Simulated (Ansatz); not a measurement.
# Glassy 40SiO2-28Al2O3-16Li2O-16SrO (mol %): a series in density

How do energy, pressure, forces, levels, charges and cost follow the density?

Computed with Ansatz 0.2.0: Kohn-Sham DFT, PBEsol, PAW (set soft_2). Every run is a single point, with the atoms held where the recipe put them (cutoff of the plane-wave runs 420 eV, fixed occupations).

First member: 85 atoms (10 Si, 14 Al, 8 Li, 4 Sr, 49 O) placed at random at 2.64 g/cm³, melted at 4000 K for 10 ps at fixed volume with the Morse and Coulomb pair potential with partial charges (Pedone, Malavasi, Menziani, Cormack and Segre, J. Phys. Chem. B 110, 11780 (2006)). Quenched from 4000 K to 300 K at 6 K/ps and fixed volume, held 5 ps, then minimised at fixed cell.

Last member: 85 atoms (10 Si, 14 Al, 8 Li, 4 Sr, 49 O) placed at random at 3.52 g/cm³, melted at 4000 K for 10 ps at fixed volume with the Morse and Coulomb pair potential with partial charges (Pedone, Malavasi, Menziani, Cormack and Segre, J. Phys. Chem. B 110, 11780 (2006)). Quenched from 4000 K to 300 K at 6 K/ps and fixed volume, held 5 ps, then minimised at fixed cell.

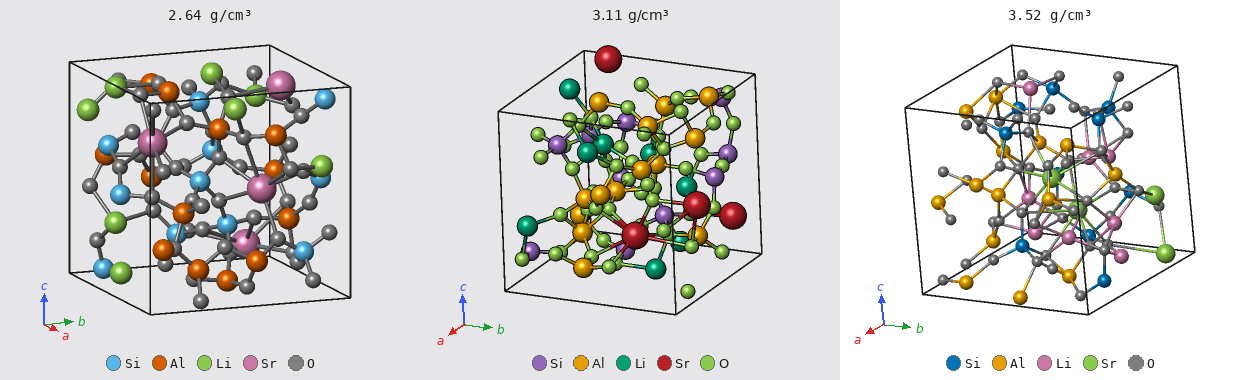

Three members of the series, labelled by density. Bonds to atoms that aren't drawn are left out. Some periodic images of atoms are drawn too.

The members:

| density (g/cm³) | reduced formula | atoms | valence electrons | k-mesh | basis | density (g/cm³) |
| --- | --- | --- | --- | --- | --- | --- |
| 2.641 | Sr4Li8Al14Si10O49 | 85 | 440 | 1×1×1 | plane waves | 2.64 |
| 2.787 | Sr4Li8Al14Si10O49 | 85 | 440 | 1×1×1 | plane waves | 2.79 |
| 2.934 | Sr4Li8Al14Si10O49 | 85 | 440 | 1×1×1 | plane waves | 2.93 |
| 3.11 | Sr4Li8Al14Si10O49 | 85 | 440 | 1×1×1 | plane waves | 3.11 |
| 3.286 | Sr4Li8Al14Si10O49 | 85 | 440 | 1×1×1 | plane waves | 3.29 |
| 3.521 | Sr4Li8Al14Si10O49 | 85 | 440 | 1×1×1 | plane waves | 3.52 |

Each cell is one sample from a classical run, so sample-to-sample scatter enters every column.

The input of the first member, without its atom lines; other members have their own cell and atoms, and may differ in mesh, basis and outputs:

```yaml
crystal:
  lattice:
    - [10.5141, 0.0, 0.0]
    - [0.0, 10.5141, 0.0]
    - [0.0, 0.0, 10.5141]
  atoms:
    [... 85 lines ...]
kpoints:
  mp_grid: { grid: [1, 1, 1] }
hamiltonian:
  xc: pbesol
scf:
  occupations: { method: fixed }
output:
  forces: true
  stress: true
  populations: true
  dos:
    method: { smearing: { sigma: 0.08 } }
    de: 0.1
    projected: { site_lists: { Al: [Al], Li: [Li], O: [O], Si: [Si], Sr: [Sr] } }
  eigenvalues: true
  write_density: true
  write_potential: true
  volumetric_format: npy
```

Results; charges are mean Löwdin charges in e:

| density (g/cm³) | energy less the first member's (meV/atom) | pressure (GPa) | r.m.s. force (eV/Å) | gap (eV) | q(Al) | q(Li) | q(Si) |
| --- | --- | --- | --- | --- | --- | --- | --- |
| 2.641 | 0.0 | 0.669 | 0.734 | 3.63 | +1.28 | +0.80 | +1.68 |
| 2.787 | -6.1 | 2.14 | 0.672 | 3.05 | +1.26 | +0.82 | +1.67 |
| 2.934 | -5.4 | 2.67 | 0.732 | 3.36 | +1.26 | +0.81 | +1.66 |
| 3.11 | 8.4 | 5.99 | 0.800 | 3.19 | +1.26 | +0.80 | +1.68 |
| 3.286 | 13.8 | 5.86 | 0.806 | 3.99 | +1.26 | +0.79 | +1.65 |
| 3.521 | 42.0 | 7.81 | 0.759 | 4.04 | +1.24 | +0.78 | +1.66 |

The gap is that between the highest filled and lowest empty Kohn-Sham level on the run's k-points; tail or defect levels can set it, and semilocal functionals tend to put gaps under measured ones. Atoms aren't relaxed at this level, so pressure against density here is no equation of state. The projection misses up to 0.061 e an atom, so the charges add up to more than the cell's charge.

Bonds in each cell, which the recipe sets and DFT didn't move; cutoffs follow each cell's own g(r) within set bounds (mean length in Å, and neighbours of the second kind about the first):

| density (g/cm³) | Al-O length | Al-O count | O-Si length | O-Si count |
| --- | --- | --- | --- | --- |
| 2.641 | 1.757 | 4.00 | 1.615 | 0.82 |
| 2.787 | 1.751 | 4.00 | 1.611 | 0.82 |
| 2.934 | 1.757 | 4.00 | 1.612 | 0.82 |
| 3.11 | 1.762 | 4.14 | 1.606 | 0.82 |
| 3.286 | - | - | - | - |
| 3.521 | 1.847 | 4.86 | 1.628 | 0.84 |

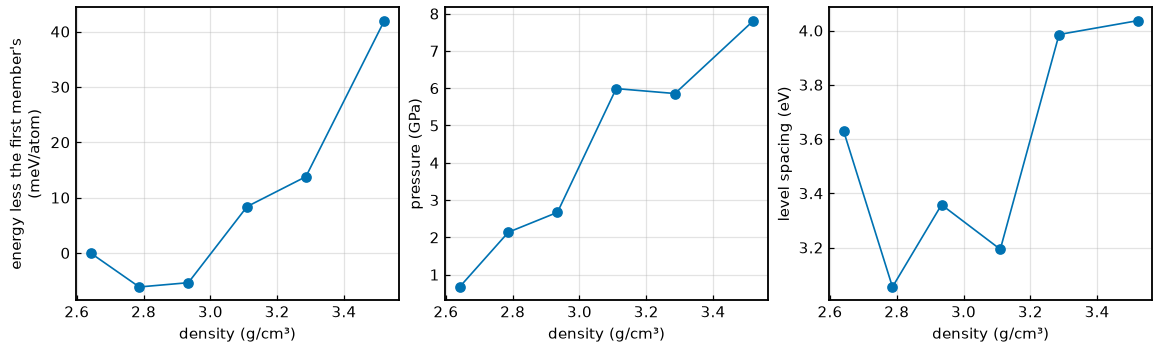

Results against density.

Cost on 8 threads of Arm Neoverse N1, shared host:

| density (g/cm³) | atoms | basis | k-mesh | SCF cycles | time | host memory (GiB) |
| --- | --- | --- | --- | --- | --- | --- |
| 2.641 | 85 | plane waves | 1×1×1 | 10 | 38 s | 1.4 |
| 2.787 | 85 | plane waves | 1×1×1 | 10 | 58 s | 1.3 |
| 2.934 | 85 | plane waves | 1×1×1 | 10 | 42 s | 1.3 |
| 3.11 | 85 | plane waves | 1×1×1 | 10 | 33 s | 1.3 |
| 3.286 | 85 | plane waves | 1×1×1 | 9 | 16 s | 1.2 |
| 3.521 | 85 | plane waves | 1×1×1 | 9 | 15 s | 1.1 |

Times include the outputs that each run asked for, on hosts shared with other jobs.

**Reading.** The energy against the first member is lowest at 2.79 g/cm³ (-6.1 meV/atom) and highest at 3.52 g/cm³ (42.0 meV/atom), rising overall but not at every step; each member is a single configuration. The gap is lowest at 2.79 g/cm³ (3.05 eV) and highest at 3.52 g/cm³ (4.04 eV); in single samples it varies with the configuration. The mean charge on Al goes from +1.28 e at 2.64 to +1.24 e at 3.52 g/cm³. The pressure is lowest at 2.64 g/cm³ (0.67 GPa) and highest at 3.52 g/cm³ (7.8 GPa), rising overall but not at every step.

**Limits.** The quench rate of 6 K/ps far exceeds what a furnace or splat quench reaches, so expect more defects and frozen-in strain than in a real sample. The network of bonds at the start is that of the classical potential that made the cell, and needn't be the one that DFT or experiment would give. The cells aren't relaxed by DFT, which could reorder their energies.

[Logs are printed without paths, hosts, clocks, repeated set-up lines and the standing remarks that a program may print on its own settings, such as how far it seeks lower states.]

[Hosts, paths, dates, database ids (printed as entryN), source tags and the programs' standing remarks are cut or masked in the printed files.]
